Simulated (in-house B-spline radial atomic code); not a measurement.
Run report: O⁶⁺, RPA and GW calculation

- system: O⁶⁺, configuration 1s2.
- method: RPA, second-order and SOSEX correlation energies and G0W0 (contour deformation) on a non-relativistic mean field, all electrons, B-spline basis (in-house B-spline radial atomic code)

## Input file
```
Z = 8
electrons = 2.0
configuration = 1s2
hamiltonian = nr
method = wb97x
lmax = 9
spin_polarised = False
box_radius = 9.29
intervals = 44
ion_configuration = 1s1
```

Hardware: 1 CPU thread, shared host.

Launched within a batch (the task file carries these settings):
```bash
python <driver script> task.json out
```

The program writes its results to a structured record and prints no log; tables and figures of this report are taken from that record.

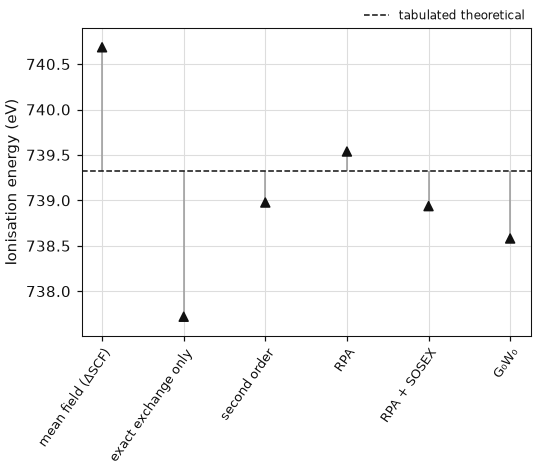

The ionisation energy of O⁶⁺ (1s² → 1s) across levels of theory. All-electron spherical atom, non-relativistic, wB97X start, no spin-orbit coupling, Breit or QED terms; computed with a B-spline radial code. Differences of total energies, each species on its own start, beside the G₀W₀ level. The values run from 737.72 eV (exact exchange only) to 740.68 eV (mean field (ΔSCF)). The tabulated theoretical value is 739.33 eV; nearest to it come RPA (+0.21) and second order (−0.35), furthest exact exchange only (−1.61 eV).

```csv
Method,Ionisation energy (eV)
mean field (ΔSCF),740.68
exact exchange only,737.72
second order,738.98
RPA,739.54
RPA + SOSEX,738.94
G₀W₀,738.58
```

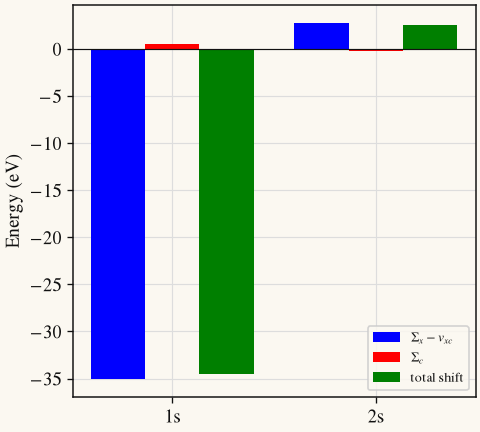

Parts of the G₀W₀ correction to each level for O⁶⁺ (1s²). The quasi-particle equation is solved at full frequency; levels of low quasi-particle weight Z are left out. Σ columns are in eV, and Σc holds an estimate for the angular momenta beyond the basis. G₀W₀ moves the highest occupied level, 1s, from −704.1 to −738.6 eV (renormalisation factor Z = 1.00). The empty level 2s goes from −140.6 to −138.0 eV.

```
Level  Mean field (eV)  Σx − vxc (eV)  Σc (eV)     Z  G₀W₀ (eV)
   1s           −704.1          −35.1      0.6  1.00     −738.6
   2s           −140.6            2.8     −0.2  1.00     −138.0
```

## Key numbers

```tsv
quantity	value
outcome	converged
mean-field total energy	−59.27339 hartree
total energy with exact exchange alone	−59.11016 hartree
exact exchange energy	−4.78409 hartree
RPA correlation, extrapolated in the angular momentum of the empty orbitals	−0.08948 hartree
RPA correlation, as summed	−0.08937 hartree
direct second-order term	−0.09240 hartree
second-order exchange term	0.04620 hartree
SOSEX term	0.04474 hartree
wall time	1.1 s
```
